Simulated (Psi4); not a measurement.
**[SnH3]− (SMILES [H][Sn-]([H])[H]): B2PLYP/def2-TZVPPD (core potential, density fitting for correlation)**

What is the energy change on altering one bond length of [SnH3]− at B2PLYP/def2-TZVPPD (core potential, density fitting for correlation)? 

The calculation is run with Psi4 1.11.

2 further runs of the same task are left out: 2 set aside as unsound or not needed.

## Step 1: The molecule

The species is [SnH3]− (4 atoms), meant as a singlet with charge -1. As SMILES, `[H][Sn-]([H])[H]`. The shape comes from GFN2-xTB, which is rough for such elements, and wasn't checked as a minimum.

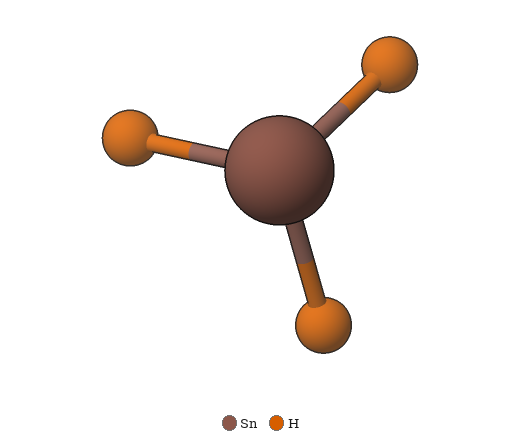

The structure, seen from a chosen angle (tin brown, hydrogen orange).

## Step 2: The energy at B2PLYP/def2-TZVPPD (core potential, density fitting for correlation)

calc.py

```python
import psi4

psi4.set_memory('1600 MB')
psi4.set_num_threads(1)
psi4.core.set_output_file('run.log', False)

mol = psi4.geometry("""
-1 1
Sn    -0.01205645     0.01082813     1.49603948
H      3.09497455    -0.06349480    -0.47554958
H     -1.48694990     2.70705157    -0.52989810
H     -1.59594930    -2.65438490    -0.49059180
units bohr
symmetry c1
""")

options = {'puream': True, 'e_convergence': 1e-09, 'd_convergence': 1e-08, 'scf_type': 'pk', 'dft_radial_points': 99, 'dft_spherical_points': 590, 'num_frozen_docc': 4}
psi4.set_options(options)

E, wfn = psi4.energy('b2plyp/def2-TZVPPD', molecule=mol, return_wfn=True)
print('E =', round(E, 9))
```

The run is started by

```console
python calc.py
```

run.log:

```text
[...]
    !!!  WARNING: ECP capability is in beta. Please check occupations closely.  !!!
[...]
  Running in c1 symmetry.
[...]
  Nuclear repulsion =   18.488599683521318
[...]
  Multiplicity = 1
[...]
  Nalpha       = 13
  Nbeta        = 13
[...]
    Number of basis functions: 107
[...]
   @RKS iter   1:  -215.48300202866884   -1.16672e+00   6.38850e-03 DIIS/ADIIS
[...]
   @RKS iter  10:  -215.76472639153192   -3.55271e-12   4.88794e-09 DIIS
[...]
    Orbital Energies [Eh]
    ---------------------
    Doubly Occupied:
       1A     -5.184339     2A     -3.461530     3A     -3.461525
       4A     -3.457995     5A     -0.912402     6A     -0.912402
       7A     -0.908733     8A     -0.908722     9A     -0.906515
      10A     -0.316560    11A     -0.128071    12A     -0.127949
      13A     -0.050370
[...]
  @RKS Final Energy:  -215.76472639153192
   => Energetics <=
    Nuclear Repulsion Energy =             18.4885996835213184
    One-Electron Energy =                -420.5043595300783181
    Two-Electron Energy =                 195.5090888013067740
    DFT Exchange-Correlation Energy =      -9.2580553462816972
    Empirical Dispersion Energy =           0.0000000000000000
    VV10 Nonlocal Energy =                  0.0000000000000000
    Total Energy =                       -215.7647263915319229
[...]
 Multipole Moments:
 ------------------------------------------------------------------------------------
     Multipole            Electronic (a.u.)      Nuclear  (a.u.)        Total (a.u.)
 ------------------------------------------------------------------------------------
 L = 1.  Multiply by 2.5417464519 to convert [e a0] to [Debye]
 Dipole X            :         -0.0461849            0.0383562           -0.0078288
 Dipole Y            :          0.0422526           -0.0344349            0.0078177
 Dipole Z            :          5.7653816           -4.7576070            1.0077746
 Magnitude           :                                                    1.0078353
[...]
```

The script printed:

```text
E = -215.88044861
```

Wall time 33 s (1 thread of Intel Xeon Platinum 8259CL at 2.50GHz (Skylake/Cascade Lake), shared host); peak memory 0.6 GiB.

## Step 3: The distorted shape at the same level

run.py

```python
import psi4

psi4.set_memory(1600000000)
psi4.set_num_threads(1)
psi4.core.set_output_file('psi4.out', False)

geom = psi4.geometry("""
-1 1
Sn    -0.94424323     0.03312690     2.08756533
H      3.09497455    -0.06349480    -0.47554958
H     -2.41913668     2.72935034     0.06162775
H     -2.52813608    -2.63208614     0.10093405
units bohr
symmetry c1
""")

psi4.set_options({
    'basis': 'def2-TZVPPD',
    'puream': True,
    'e_convergence': 1e-09,
    'd_convergence': 1e-08,
    'scf_type': 'pk',
    'dft_radial_points': 99,
    'dft_spherical_points': 590,
    'num_frozen_docc': 4,
})

e_tot = psi4.energy("b2plyp")
print(f'total energy {e_tot:.8f} hartree = {e_tot * 27.211386:.5f} eV')
for k, v in sorted(psi4.core.scalar_variables().items()):
    print(f'{k:45s} {v:18.10f}')
```

The run is started by

```console
python run.py
```

psi4.out:

```text
[...]
    !!!  WARNING: ECP capability is in beta. Please check occupations closely.  !!!
[...]
  Running in c1 symmetry.
[...]
  Nuclear repulsion =   17.057994197164309
[...]
  Multiplicity = 1
[...]
  Nalpha       = 13
  Nbeta        = 13
[...]
    Number of basis functions: 107
[...]
   @RKS iter   1:  -215.40365979953893   -1.14463e+00   6.64747e-03 ADIIS/DIIS
[...]
   @RKS iter  11:  -215.73048155267384   -1.72236e-11   7.09657e-09 DIIS
[...]
    Orbital Energies [Eh]
    ---------------------
    Doubly Occupied:
       1A     -5.211149     2A     -3.489911     3A     -3.486814
       4A     -3.484073     5A     -0.939155     6A     -0.938290
       7A     -0.935438     8A     -0.934499     9A     -0.932049
      10A     -0.319272    11A     -0.143004    12A     -0.101133
      13A     -0.063376
[...]
  @RKS Final Energy:  -215.73048155267384
   => Energetics <=
    Nuclear Repulsion Energy =             17.0579941971643088
    One-Electron Energy =                -417.1090750767767759
    Two-Electron Energy =                 193.5543156695587186
    DFT Exchange-Correlation Energy =      -9.2337163426200703
    Empirical Dispersion Energy =           0.0000000000000000
    VV10 Nonlocal Energy =                  0.0000000000000000
    Total Energy =                       -215.7304815526738366
[...]
 Multipole Moments:
 ------------------------------------------------------------------------------------
     Multipole            Electronic (a.u.)      Nuclear  (a.u.)        Total (a.u.)
 ------------------------------------------------------------------------------------
 L = 1.  Multiply by 2.5417464519 to convert [e a0] to [Debye]
 Dipole X            :         -1.8075593            0.7794760           -1.0280832
 Dipole Y            :          0.0843665           -0.0521632            0.0322033
 Dipole Z            :          6.8460222           -5.2278899            1.6181323
 Magnitude           :                                                    1.9173795
[...]
```

On the terminal:

```text
total energy -215.84648094 hartree = -5873.48191 eV
B2PLYP DOUBLE-HYBRID CORRECTION ENERGY             -0.1159993857
B2PLYP TOTAL ENERGY                              -215.8464809384
CURRENT ENERGY                                   -215.8464809384
CURRENT REFERENCE ENERGY                         -215.7304815527
DD SOLVATION ENERGY                                 0.0000000000
DFT FUNCTIONAL TOTAL ENERGY                      -215.7304815527
DFT TOTAL ENERGY                                 -215.8464809384
DFT VV10 ENERGY                                     0.0000000000
DFT XC ENERGY                                      -9.2337163426
DOUBLE-HYBRID CORRECTION ENERGY                    -0.1159993857
GRID ELECTRONS ALPHA                               12.9999998967
GRID ELECTRONS BETA                                12.9999998967
GRID ELECTRONS TOTAL                               25.9999997934
NUCLEAR REPULSION ENERGY                           17.0579941972
ONE-ELECTRON ENERGY                              -417.1090750768
PCM POLARIZATION ENERGY                             0.0000000000
PE ENERGY                                           0.0000000000
SCF ITERATION ENERGY                             -215.7304815527
SCF ITERATIONS                                     11.0000000000
SCF TOTAL ENERGY                                 -215.7304815527
TWO-ELECTRON ENERGY                               193.5543156696
XC GRID RADIAL POINTS                              99.0000000000
XC GRID SPHERICAL POINTS                          590.0000000000
XC GRID TOTAL POINTS                           226100.0000000000
```

Run time: 25 s. Hardware: 1 thread of Intel Xeon Platinum 8259CL at 2.50GHz (Skylake/Cascade Lake), shared host; peak memory 0.59 GiB.

## Step 4: Results

At B2PLYP/def2-TZVPPD (core potential, density fitting for correlation), 4 core orbitals frozen:

```
                                                              quantity          value
                                             first shape: total energy  -215.88045 Eh
                        first shape: HOMO energy (SCF part's orbitals)       -1.37 eV
                        first shape: LUMO energy (SCF part's orbitals)        4.52 eV
    first shape: HOMO–LUMO gap (to an unbound level, set by the basis)        5.89 eV
                                         distorted shape: total energy  -215.84648 Eh
                    distorted shape: HOMO energy (SCF part's orbitals)       -1.72 eV
                    distorted shape: LUMO energy (SCF part's orbitals)        3.99 eV
distorted shape: HOMO–LUMO gap (to an unbound level, set by the basis)        5.72 eV
    energy change with the Sn1–H2 bond stretched from 1.948 to 2.532 Å       0.924 eV
```

**Reading.** With the Sn1–H2 bond stretched from 1.948 to 2.532 Å the energy rises by 0.92 eV (89.2 kJ/mol). The first shape isn't relaxed at this level, so the change isn't measured from a minimum.
